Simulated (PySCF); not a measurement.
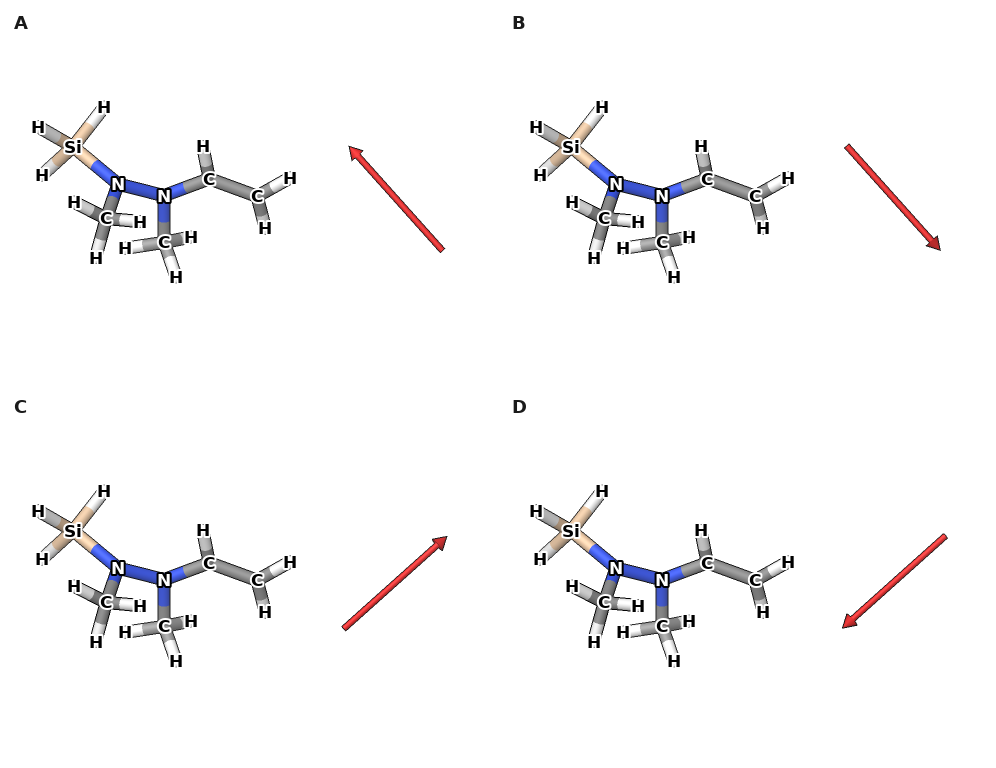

The same molecule four times, each with an arrow. The computed structure is the end point of a GFN2-xTB optimisation. No frequency run is at hand to confirm it as a minimum. Method: CAM-B3LYP/def2-SVPD, gas phase (PySCF 2.14.0).

**Which arrow points along the dipole moment, from the negative to the positive end?**

D. The dipole moment is 1.43 D.

The geometry is semi-empirical. Around Si such bond lengths and angles can be off by a tenth of an ångström or more and by several degrees, and values that hang on the shape move with them.
